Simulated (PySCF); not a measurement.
SMILES [Be]([Br])[F] (BeBrF) at its B3LYP/def2-SVP optimised geometry (Å):

```
3

Be    -0.2840     0.0062     0.0000
F     -1.6692    -0.0062    -0.0007
Br     1.6692     0.0062     0.0000
```

Calculation: B3LYP/def2-TZVP (PySCF). Cells within 0.4 Å of a nucleus heavier than hydrogen are left out (blank, or x).

Map of the deformation density (molecule minus spherical neutral atoms) (e/bohr³) on the plane z = 0.0 Å:

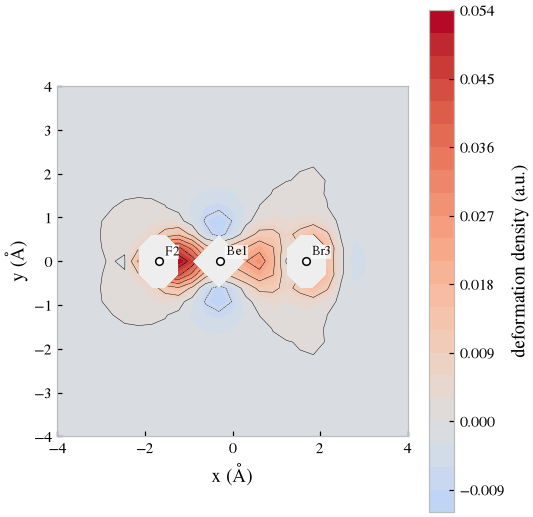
Figure. Deformation density (molecule minus spherical neutral atoms) (e/bohr³) on the plane z = 0.0 Å.
